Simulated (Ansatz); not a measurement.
## C₂H₂₃NO₁₀: geometry relaxation (part 1 of 3)

The run: geometry relaxation of C₂H₂₃NO₁₀ (disordered cell, 36 atoms in the cell). Method and program: DFT PBE-D3(BJ), scalar-relativistic, plane waves, PAW, no spin polarisation (Ansatz 0.2.0).

The run did not end well. It belongs to a series of runs on one base structure; here: start relaxed.

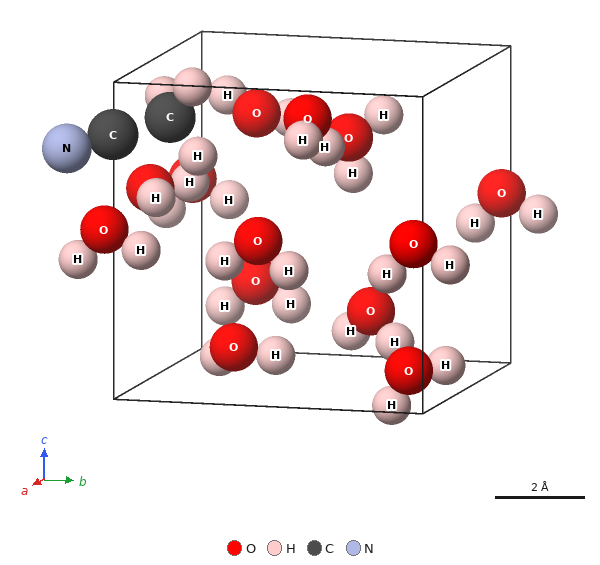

Fig. 1: The input geometry (spheres-only view of the cell of the calculation, seen slightly off an axis).

### The input
```yaml
accuracy: low
crystal:
  lattice:
    - [7.287362, 0.0, 0.0]
    - [0.0, 7.287362, 0.0]
    - [0.0, 0.0, 7.287362]
  atoms:
    - { symbol: O, position: [0.558617, -0.0071091, 0.5948294] }
    - { symbol: H, position: [0.477906, 0.0979305, 0.6056719] }
    - { symbol: H, position: [0.6800739, 0.0463214, 0.5871794] }
    - { symbol: O, position: [0.8341738, 0.4205324, 0.4920063] }
    - { symbol: H, position: [0.8229221, 0.5170003, 0.4012732] }
    - { symbol: H, position: [0.8205441, 0.3085461, 0.4217322] }
    - { symbol: O, position: [0.3544845, 0.577107, 0.7486908] }
    - { symbol: H, position: [0.2847157, 0.669908, 0.8133856] }
    - { symbol: H, position: [0.3014872, 0.5761818, 0.6268073] }
    - { symbol: O, position: [0.1899544, 0.2284223, 0.2545802] }
    - { symbol: H, position: [0.1585825, 0.3350811, 0.1817458] }
    - { symbol: H, position: [0.1802861, 0.1271247, 0.1690791] }
    - { symbol: O, position: [0.0064831, 0.9719965, 0.5351147] }
    - { symbol: H, position: [0.0035045, 1.0901457, 0.4743114] }
    - { symbol: H, position: [-0.0024204, 0.8843747, 0.4355743] }
    - { symbol: O, position: [0.4130438, 0.6651259, 0.2141133] }
    - { symbol: H, position: [0.4597138, 0.7555652, 0.1286278] }
    - { symbol: H, position: [0.3435674, 0.5814808, 0.1376826] }
    - { symbol: O, position: [0.7348418, 0.3133984, 0.1359893] }
    - { symbol: H, position: [0.6364167, 0.2382988, 0.08764] }
    - { symbol: H, position: [0.6961374, 0.4378387, 0.1098795] }
    - { symbol: O, position: [0.3105159, 0.2661685, 0.8039266] }
    - { symbol: H, position: [0.2091963, 0.3479875, 0.7773723] }
    - { symbol: H, position: [0.2516769, 0.1550836, 0.8470921] }
    - { symbol: O, position: [0.8791076, 0.9205547, 0.1129416] }
    - { symbol: H, position: [0.8571747, 0.8587008, -0.002636] }
    - { symbol: H, position: [0.7839547, 1.0131899, 0.1183983] }
    - { symbol: O, position: [0.8022624, 0.5712159, 0.8800872] }
    - { symbol: H, position: [0.722429, 0.6062119, 0.7797525] }
    - { symbol: H, position: [0.9246231, 0.5923624, 0.832697] }
    - { symbol: C, position: [0.8701829, 0.1458151, 0.8751689] }
    - { symbol: C, position: [0.998813, -0.0025246, 0.8347621] }
    - { symbol: "N", position: [1.1025703, -0.1221802, 0.8021686] }
    - { symbol: H, position: [0.7388225, 0.0893621, 0.9198331] }
    - { symbol: H, position: [0.924753, 0.2331179, 0.9839702] }
    - { symbol: H, position: [0.8477958, 0.2293393, 0.7528582] }
basis:
  ecutwfc: 420.0
kpoints:
  mp_grid: { grid: [1, 1, 1] }
hamiltonian:
  xc: pbe
  dispersion: d3bj
scf:
  occupations: { method: fermi_dirac, width: 0.05 }
  lower_state_search: "off"
relax:
  f_tol: 0.3
  max_steps: 15
  adjacent_minimum: "off"
```

Run on 1 thread of Intel Xeon (Sapphire Rapids), 16 GiB of memory available, shared host.

Launch command:
```bash
ansatz run input.yaml --threads 1 --pin off --max-ram 3072MiB --backend cpu --events-out ev --progress --plain --runs-dir out
```

### Log
```
Engine: ansatz 0.2.0, x86_64-unknown-linux-gnu
Pseudopotentials: kind: paw
Pseudopotential: O, paw, valence charge 6, recommended cutoff 420 eV (normal), O.paw.azcp
Pseudopotential: H, paw, valence charge 1, recommended cutoff 420 eV (normal), H.paw.azcp
Pseudopotential: C, paw, valence charge 4, recommended cutoff 420 eV (normal), C.paw.azcp
Pseudopotential: N, paw, valence charge 5, recommended cutoff 420 eV (normal), N.paw.azcp
Functional definition: PBE
  parameter kappa = 0.804
  parameter beta = 0.06672455060314922
  exchange = pbe_x(kappa = kappa, mu = beta*pi^2/3)
  correlation = pbe_c(beta = beta)
Crystal: 36 atoms, lattice volume = 387.000 Å³
Basis set: ecut = 420 eV, 7521 PW (Γ), exchange–correlation on 100×100×100 points (8 copies of the dense FFT grid, shifted against one another)
Bands: 84, of which v1, the nominal top of the filled ones, is band 48 counted from 1 (47 counted from 0)
Symmetry: 1 space group operations
Space group: P1 (ITA 1), of the structure as read, at distance tolerance 7.3e-5 Å
k-points: 1
Non-local potential: O, projectors of the file, l = 0: 2, l = 1: 2, l = 2: 1
Non-local potential: H, projectors of the file, l = 0: 2, l = 1: 1
Non-local potential: C, projectors of the file, l = 0: 2, l = 1: 2, l = 2: 1
Non-local potential: N, projectors of the file, l = 0: 2, l = 1: 2, l = 2: 1
PAW form: soft (Blöchl's): semilocal exchange-correlation on the pseudo side does not see the compensation charge
PAW one-centre angular grid: O, 110 points (default); XC on 64 Gauss nodes
PAW one-centre angular grid: H, 110 points (default); XC on 64 Gauss nodes
PAW one-centre angular grid: C, 110 points (default); XC on 64 Gauss nodes
PAW one-centre angular grid: N, 110 points (default); XC on 64 Gauss nodes
Initial density: superposition of atomic densities (neutral atoms: chi_scale 0, normalization atom), corrected by the library's trained network
Initial wavefunctions: pseudopotential atomic-orbital guess
Functional: x = pbe(κ = 0.804, μ = 0.2195149727645171), c = pbe(β = 0.06672455060314922)
SCF iter   1: F=—  HF=-6924.756553 eV  |F-HF|=—  |Δ(HF+E_count)|=         —  Δρ=5.18e-3  dr2=1.17e-1  ethr=1.77e-3  ⟨swp⟩=6.0  Hψ=389  notcnv=0  defer=6
preconditioner: auto → Resta (q_TF=auto, 2.163 Å⁻¹)  ε∞=2.2  [insulator: Δε(μ)=3.804 eV  Ē_g=16.857 eV  σ=0.050 eV  W_gap=1.00  n_scr=80 (ndim 8)  ℏωp=18.5 eV  f_vac=0.278  D(μ)=0.00/eV (n_scr^D=0)  ε∞_Penn≈2.2]
SCF iter   2: F=—  HF=-6924.720422 eV  |F-HF|=—  |Δ(HF+E_count)|=   3.61e-2  Δρ=2.52e-3  dr2=1.85e-2  ethr=1.22e-4  ⟨swp⟩=2.0  Hψ=124  notcnv=0  defer=32
SCF iter   3: F=—  HF=-6924.716583 eV  |F-HF|=—  |Δ(HF+E_count)|=   3.84e-3  Δρ=1.01e-3  dr2=5.46e-3  ethr=1.93e-5  ⟨swp⟩=2.0  Hψ=94  notcnv=0  defer=32
SCF iter   4: F=—  HF=-6924.715661 eV  |F-HF|=—  |Δ(HF+E_count)|=   9.22e-4  Δρ=5.69e-4  dr2=1.45e-3  ethr=5.69e-6  ⟨swp⟩=2.0  Hψ=126  notcnv=0  defer=32
SCF iter   5: F=—  HF=-6924.715571 eV  |F-HF|=—  |Δ(HF+E_count)|=   9.07e-5  Δρ=2.38e-4  dr2=2.47e-4  ethr=1.51e-6  ⟨swp⟩=2.0  Hψ=90  notcnv=0  defer=32
SCF iter   6: F=-6924.715573 eV  HF=-6924.715568 eV  |F-HF|=4.62e-6  |Δ(HF+E_count)|=   2.56e-6  Δρ=6.94e-5  dr2=2.08e-5  ethr=1.04e-7  ⟨swp⟩=3.0  Hψ=238  notcnv=0
SCF 1 converged in 6 iterations: F = -6924.715573 eV  dr2 = 2.08e-5
  greatest PAW one-centre occupation: 0.878 electrons in one spin orbital (limit 2), on the O atom at site 12 (counted from 0), in its partial waves of l = 0
relax step   1: F+E_penalty+E_count = -6924.71557281 eV  Δ(F+E_penalty+E_count) = +0.000e0 eV  max|allowed force component| = 2.766e0 eV/Å  Δτ_max = 0.0000 Å  (6 SCF iters, dr2 threshold 1.00e-4 eV, accepted)
Initial density: handed on by an earlier stage of this run
Initial wavefunctions: those handed on with the density
iter 1 solved again at ethr=7.46e-4 eV; its pass at ethr=3.10e-3 eV (dr2=7.16e-1 eV) is discarded
SCF iter   1: F=—  HF=-6926.762793 eV  |F-HF|=—  |Δ(HF+E_count)|=         —  Δρ=2.30e-2  dr2=7.36e-1  ethr=7.46e-4  ⟨swp⟩=1.0  Hψ=310  notcnv=0  defer=29
preconditioner: auto → Resta (q_TF=auto, 2.163 Å⁻¹)  ε∞=2.2  [insulator: Δε(μ)=4.027 eV  Ē_g=16.855 eV  σ=0.050 eV  W_gap=1.00  n_scr=80 (ndim 8)  ℏωp=18.5 eV  f_vac=0.277  D(μ)=0.00/eV (n_scr^D=0)  ε∞_Penn≈2.2]
SCF iter   2: F=—  HF=-6926.646111 eV  |F-HF|=—  |Δ(HF+E_count)|=   1.17e-1  Δρ=1.12e-2  dr2=1.51e-1  ethr=7.46e-4  ⟨swp⟩=2.0  Hψ=96  notcnv=0  defer=29
SCF iter   3: F=—  HF=-6926.659741 eV  |F-HF|=—  |Δ(HF+E_count)|=   1.36e-2  Δρ=5.32e-3  dr2=1.14e-1  ethr=1.58e-4  ⟨swp⟩=2.0  Hψ=96  notcnv=0  defer=31
SCF iter   4: F=—  HF=-6926.639614 eV  |F-HF|=—  |Δ(HF+E_count)|=   2.01e-2  Δρ=1.03e-3  dr2=1.93e-3  ethr=1.18e-4  ⟨swp⟩=3.0  Hψ=144  notcnv=0  defer=28
SCF iter   5: F=—  HF=-6926.640108 eV  |F-HF|=—  |Δ(HF+E_count)|=   4.93e-4  Δρ=2.95e-4  dr2=2.64e-4  ethr=2.01e-6  ⟨swp⟩=2.0  Hψ=101  notcnv=0  defer=28
SCF iter   6: F=-6926.640120 eV  HF=-6926.640110 eV  |F-HF|=9.98e-6  |Δ(HF+E_count)|=   2.58e-6  Δρ=8.15e-5  dr2=2.42e-5  ethr=1.04e-7  ⟨swp⟩=3.0  Hψ=273  notcnv=0
SCF 2 converged in 6 iterations: F = -6926.640120 eV  dr2 = 2.42e-5
  greatest PAW one-centre occupation: 0.871 electrons in one spin orbital (limit 2), on the O atom at site 12 (counted from 0), in its partial waves of l = 0
relax step   2: F+E_penalty+E_count = -6926.64012011 eV  Δ(F+E_penalty+E_count) = -1.925e0 eV  max|allowed force component| = 1.079e0 eV/Å  Δτ_max = 0.1949 Å  (6 SCF iters, dr2 threshold 1.00e-4 eV, accepted)
iter 1 solved again at ethr=9.16e-4 eV; its pass at ethr=3.10e-3 eV (dr2=8.80e-1 eV) is discarded
SCF iter   1: F=—  HF=-6927.860396 eV  |F-HF|=—  |Δ(HF+E_count)|=         —  Δρ=2.63e-2  dr2=8.80e-1  ethr=9.16e-4  ⟨swp⟩=1.0  Hψ=394  notcnv=0  defer=27
preconditioner: auto → Resta (q_TF=auto, 2.163 Å⁻¹)  ε∞=2.2  [insulator: Δε(μ)=3.991 eV  Ē_g=16.766 eV  σ=0.050 eV  W_gap=1.00  n_scr=80 (ndim 8)  ℏωp=18.5 eV  f_vac=0.269  D(μ)=0.00/eV (n_scr^D=0)  ε∞_Penn≈2.2]
SCF iter   2: F=—  HF=-6927.769902 eV  |F-HF|=—  |Δ(HF+E_count)|=   9.05e-2  Δρ=1.29e-2  dr2=1.96e-1  ethr=9.16e-4  ⟨swp⟩=2.0  Hψ=84  notcnv=0  defer=27
SCF iter   3: F=—  HF=-6927.795033 eV  |F-HF|=—  |Δ(HF+E_count)|=   2.51e-2  Δρ=4.92e-3  dr2=8.80e-2  ethr=2.04e-4  ⟨swp⟩=2.0  Hψ=104  notcnv=0  defer=27
SCF iter   4: F=—  HF=-6927.778860 eV  |F-HF|=—  |Δ(HF+E_count)|=   1.62e-2  Δρ=1.13e-3  dr2=3.86e-3  ethr=9.17e-5  ⟨swp⟩=2.0  Hψ=143  notcnv=0  defer=27
SCF iter   5: F=—  HF=-6927.779187 eV  |F-HF|=—  |Δ(HF+E_count)|=   3.27e-4  Δρ=5.07e-4  dr2=9.01e-4  ethr=4.02e-6  ⟨swp⟩=2.0  Hψ=94  notcnv=0  defer=27
[...]
  greatest PAW one-centre occupation: 0.869 electrons in one spin orbital (limit 2), on the O atom at site 15 (counted from 0), in its partial waves of l = 0
relax step   3: F+E_penalty+E_count = -6927.77919244 eV  Δ(F+E_penalty+E_count) = -1.139e0 eV  max|allowed force component| = 1.864e0 eV/Å  Δτ_max = 0.1947 Å  (10 SCF iters, accepted)
preconditioner: auto → Resta (q_TF=auto, 2.163 Å⁻¹)  ε∞=2.2  [insulator: Δε(μ)=4.018 eV  Ē_g=16.855 eV  σ=0.050 eV  W_gap=1.00  n_scr=80 (ndim 8)  ℏωp=18.5 eV  f_vac=0.266  D(μ)=0.00/eV (n_scr^D=0)  ε∞_Penn≈2.2]
  greatest PAW one-centre occupation: 0.868 electrons in one spin orbital (limit 2), on the O atom at site 15 (counted from 0), in its partial waves of l = 0
relax step   4: F+E_penalty+E_count = -6928.47966874 eV  Δ(F+E_penalty+E_count) = -7.005e-1 eV  max|allowed force component| = 1.099e0 eV/Å  Δτ_max = 0.1958 Å  (6 SCF iters, dr2 threshold 1.00e-4 eV, accepted)
preconditioner: auto → Resta (q_TF=auto, 2.163 Å⁻¹)  ε∞=2.2  [insulator: Δε(μ)=4.083 eV  Ē_g=16.916 eV  σ=0.050 eV  W_gap=1.00  n_scr=80 (ndim 8)  ℏωp=18.5 eV  f_vac=0.264  D(μ)=0.00/eV (n_scr^D=0)  ε∞_Penn≈2.2]
  greatest PAW one-centre occupation: 0.868 electrons in one spin orbital (limit 2), on the O atom at site 9 (counted from 0), in its partial waves of l = 0
relax step   5: F+E_penalty+E_count = -6928.97382553 eV  Δ(F+E_penalty+E_count) = -4.942e-1 eV  max|allowed force component| = 9.010e-1 eV/Å  Δτ_max = 0.1949 Å  (6 SCF iters, dr2 threshold 1.00e-4 eV, accepted)
preconditioner: auto → Resta (q_TF=auto, 2.163 Å⁻¹)  ε∞=2.2  [insulator: Δε(μ)=4.138 eV  Ē_g=16.948 eV  σ=0.050 eV  W_gap=1.00  n_scr=80 (ndim 8)  ℏωp=18.5 eV  f_vac=0.261  D(μ)=0.00/eV (n_scr^D=0)  ε∞_Penn≈2.2]
relax step   6: F+E_penalty+E_count = -6929.33417957 eV  Δ(F+E_penalty+E_count) = -3.604e-1 eV  max|allowed force component| = 8.216e-1 eV/Å  Δτ_max = 0.1948 Å  (6 SCF iters, dr2 threshold 1.00e-4 eV, accepted)
preconditioner: auto → Resta (q_TF=auto, 2.163 Å⁻¹)  ε∞=2.2  [insulator: Δε(μ)=4.200 eV  Ē_g=16.949 eV  σ=0.050 eV  W_gap=1.00  n_scr=80 (ndim 8)  ℏωp=18.5 eV  f_vac=0.260  D(μ)=0.00/eV (n_scr^D=0)  ε∞_Penn≈2.2]
  greatest PAW one-centre occupation: 0.867 electrons in one spin orbital (limit 2), on the O atom at site 9 (counted from 0), in its partial waves of l = 0
relax step   7: F+E_penalty+E_count = -6929.62591421 eV  Δ(F+E_penalty+E_count) = -2.917e-1 eV  max|allowed force component| = 9.281e-1 eV/Å  Δτ_max = 0.1916 Å  (7 SCF iters, dr2 threshold 1.00e-4 eV, accepted)
preconditioner: auto → Resta (q_TF=auto, 2.163 Å⁻¹)  ε∞=2.2  [insulator: Δε(μ)=4.244 eV  Ē_g=16.971 eV  σ=0.050 eV  W_gap=1.00  n_scr=80 (ndim 8)  ℏωp=18.5 eV  f_vac=0.261  D(μ)=0.00/eV (n_scr^D=0)  ε∞_Penn≈2.2]
relax step   8: F+E_penalty+E_count = -6929.86277206 eV  Δ(F+E_penalty+E_count) = -2.369e-1 eV  max|allowed force component| = 7.963e-1 eV/Å  Δτ_max = 0.2000 Å  (6 SCF iters, dr2 threshold 1.00e-4 eV, accepted)
preconditioner: auto → Resta (q_TF=auto, 2.163 Å⁻¹)  ε∞=2.2  [insulator: Δε(μ)=4.295 eV  Ē_g=16.990 eV  σ=0.050 eV  W_gap=1.00  n_scr=80 (ndim 8)  ℏωp=18.5 eV  f_vac=0.261  D(μ)=0.00/eV (n_scr^D=0)  ε∞_Penn≈2.2]
relax step   9: F+E_penalty+E_count = -6930.05642483 eV  Δ(F+E_penalty+E_count) = -1.937e-1 eV  max|allowed force component| = 8.706e-1 eV/Å  Δτ_max = 0.1948 Å  (6 SCF iters, dr2 threshold 1.00e-4 eV, accepted)
preconditioner: auto → Resta (q_TF=auto, 2.163 Å⁻¹)  ε∞=2.2  [insulator: Δε(μ)=4.345 eV  Ē_g=17.007 eV  σ=0.050 eV  W_gap=1.00  n_scr=80 (ndim 8)  ℏωp=18.5 eV  f_vac=0.262  D(μ)=0.00/eV (n_scr^D=0)  ε∞_Penn≈2.2]
relax step  10: F+E_penalty+E_count = -6930.19134181 eV  Δ(F+E_penalty+E_count) = -1.349e-1 eV  max|allowed force component| = 7.859e-1 eV/Å  Δτ_max = 0.2000 Å  (6 SCF iters, dr2 threshold 1.00e-4 eV, accepted)
preconditioner: auto → Resta (q_TF=auto, 2.163 Å⁻¹)  ε∞=2.2  [insulator: Δε(μ)=4.391 eV  Ē_g=17.036 eV  σ=0.050 eV  W_gap=1.00  n_scr=80 (ndim 8)  ℏωp=18.5 eV  f_vac=0.264  D(μ)=0.00/eV (n_scr^D=0)  ε∞_Penn≈2.2]
  greatest PAW one-centre occupation: 0.867 electrons in one spin orbital (limit 2), on the O atom at site 0 (counted from 0), in its partial waves of l = 0
relax step  11: F+E_penalty+E_count = -6930.34609137 eV  Δ(F+E_penalty+E_count) = -1.547e-1 eV  max|allowed force component| = 4.646e-1 eV/Å  Δτ_max = 0.1951 Å  (6 SCF iters, dr2 threshold 1.00e-4 eV, accepted)
preconditioner: auto → Resta (q_TF=auto, 2.163 Å⁻¹)  ε∞=2.2  [insulator: Δε(μ)=4.459 eV  Ē_g=17.060 eV  σ=0.050 eV  W_gap=1.00  n_scr=80 (ndim 8)  ℏωp=18.5 eV  f_vac=0.266  D(μ)=0.00/eV (n_scr^D=0)  ε∞_Penn≈2.2]
relax step  12: F+E_penalty+E_count = -6930.46965507 eV  Δ(F+E_penalty+E_count) = -1.236e-1 eV  max|allowed force component| = 5.097e-1 eV/Å  Δτ_max = 0.1951 Å  (9 SCF iters, accepted)
preconditioner: auto → Resta (q_TF=auto, 2.163 Å⁻¹)  ε∞=2.2  [insulator: Δε(μ)=4.534 eV  Ē_g=17.067 eV  σ=0.050 eV  W_gap=1.00  n_scr=80 (ndim 8)  ℏωp=18.5 eV  f_vac=0.268  D(μ)=0.00/eV (n_scr^D=0)  ε∞_Penn≈2.2]
relax step  13: F+E_penalty+E_count = -6930.59414850 eV  Δ(F+E_penalty+E_count) = -1.245e-1 eV  max|allowed force component| = 4.589e-1 eV/Å  Δτ_max = 0.1953 Å  (6 SCF iters, dr2 threshold 9.08e-5 eV, accepted)
preconditioner: auto → Resta (q_TF=auto, 2.163 Å⁻¹)  ε∞=2.2  [insulator: Δε(μ)=4.655 eV  Ē_g=17.088 eV  σ=0.050 eV  W_gap=1.00  n_scr=80 (ndim 8)  ℏωp=18.5 eV  f_vac=0.271  D(μ)=0.00/eV (n_scr^D=0)  ε∞_Penn≈2.2]
relax step  14: F+E_penalty+E_count = -6930.73199434 eV  Δ(F+E_penalty+E_count) = -1.378e-1 eV  max|allowed force component| = 5.122e-1 eV/Å  Δτ_max = 0.2000 Å  (6 SCF iters, dr2 threshold 1.00e-4 eV, accepted)
preconditioner: auto → Resta (q_TF=auto, 2.163 Å⁻¹)  ε∞=2.2  [insulator: Δε(μ)=4.666 eV  Ē_g=17.114 eV  σ=0.050 eV  W_gap=1.00  n_scr=80 (ndim 8)  ℏωp=18.5 eV  f_vac=0.273  D(μ)=0.00/eV (n_scr^D=0)  ε∞_Penn≈2.2]
relax step  15: F+E_penalty+E_count = -6930.87722056 eV  Δ(F+E_penalty+E_count) = -1.452e-1 eV  max|allowed force component| = 1.074e0 eV/Å  Δτ_max = 0.1950 Å  (9 SCF iters, accepted)
```

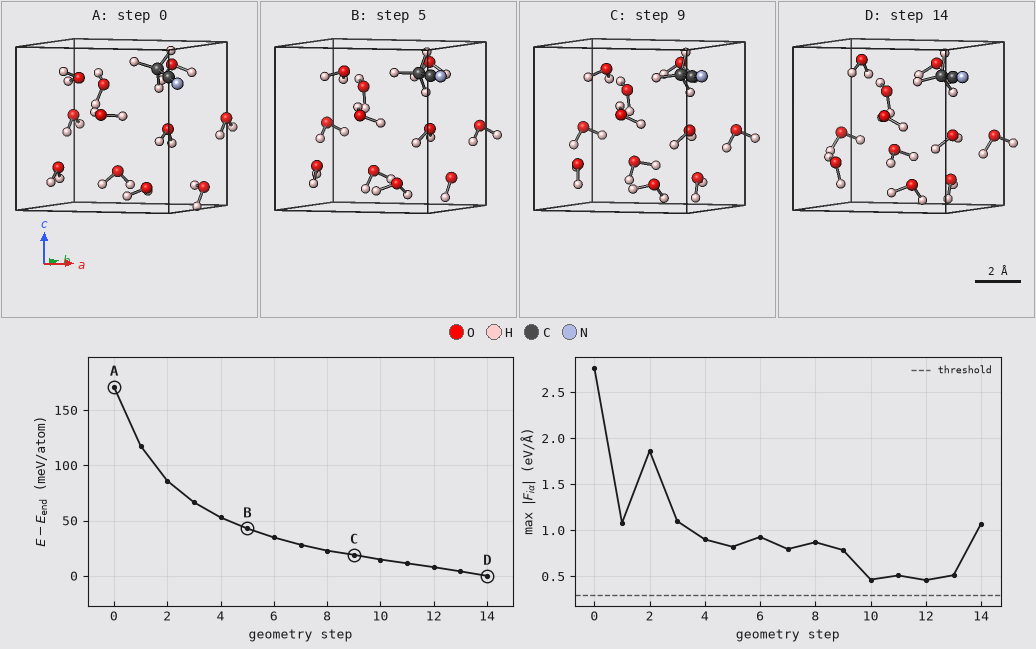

Fig. 2: Frames of the relaxation (ball-and-stick view of the cell of the calculation, seen at an oblique angle) above the curves, on which the letters mark them (the first geometry is step 0 here and step 1 in the log).

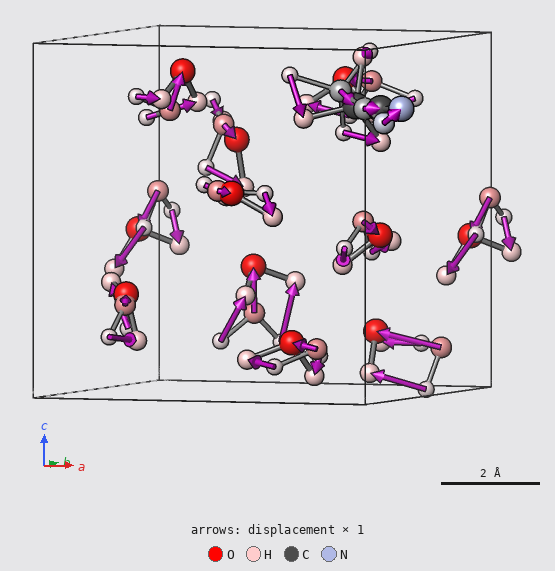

Fig. 3: Start (faint) and end (solid) with the displacements as pink arrows, at true length (ball-and-stick view of the cell of the calculation, seen at an oblique angle). The relaxation stopped without meeting its thresholds, so the last structure isn't shown to be converged. The largest move is that of O25, 1.38 Å. Largest moves by element: O 1.38 Å, H 1.31 Å, N 0.58 Å, C 0.54 Å. The cell stays as it was. Among the contacts that change: O28–H29 0.969 → 1.011 Å, O22–H23 0.969 → 1.000 Å, O13–H14 0.969 → 0.987 Å, C31–C32 1.461 → 1.443 Å. Among the angles that change: H26–O25–H27 104.0° → 107.3°, H20–O19–H21 104.0° → 101.4°, H11–O10–H12 104.0° → 106.4°. Over 14 geometry steps the energy falls by 171 meV per atom. Largest force component: 2.8 eV/Å at the start, 1.1 eV/Å at the end. (Atoms are counted from 1 in the order of the input.)

```
Step failed. What follows is not a result of the run: it is the report of the last solve that finished, which converged after 9 SCF iterations.
Free energy (F): -6930.877221 eV
Harris-Foulkes:  -6930.877221 eV  (|F-HF|=1.08e-8)
[...]
Internal energy: -6930.877221 eV  (E = F + TS)
E sigma→0 (E₀):  -6930.877221 eV
Fermi energy:    -0.362914 eV
--- Per-component energies (eV) ---
  E_band       = -920.302915
  E_kinetic    = 2372.178617
  E_local      = -7300.732781  (includes V_loc(G=0)·N_el)
  E_nonlocal   = 623.231187
  E_hartree    = 2592.065055
  E_xc         = -1088.900963
  E_vxc        = -1386.998064  (∫ρ·V_xc dr)
  E_paw        = -1924.952708  (= ΣΔE_a)
  E_vpaw       = -412.106970  (= ΣTr[D̂ρ^β])
  E_aug_tail   = -0.002880  (compensation charges beyond the density's cutoff)
  E_ewald      = -2202.486600
  E_disp       = -1.276148  (pairwise vdW)
  E_smearing   = -0.000000  (= −TS)
  E_closure    = -0.000000  (closes the sum)
  Σ components = -6930.877221   (vs F -6930.877221, Δ=0.00e0)
```
